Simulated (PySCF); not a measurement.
Molecule: Si(F)2(Br)(Et), SMILES CC[Si](F)(F)Br (C2H5BrF2Si). Atoms near the plane z = 0.0 Å, at the PBE0/def2-SVP optimised geometry (x, y, z in Å): Si3 (0.5, -0.1, 0.0), F4 (0.1, 1.5, 0.0), F5 (2.1, -0.1, 0.0), H7 (-2.1, -1.5, 0.7).

Calculation: PBE0/def2-TZVP in PySCF 2.14.0. Cells within 0.4 Å of a nucleus heavier than hydrogen are left out (blank, or x). The values are rescaled to run from 0 to 1.

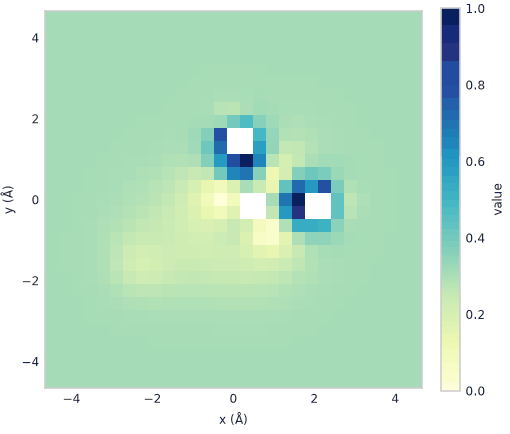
Fig. 1. a field on the plane z = 0.0 Å.

Question: Which quantity is mapped?
A) deformation density (molecule minus spherical neutral atoms)
B) electrostatic potential
C) log10 of the electron density
D) electron localisation function

Answer: A, deformation density (molecule minus spherical neutral atoms). In full: deformation density (molecule minus spherical neutral atoms) (e/bohr³).
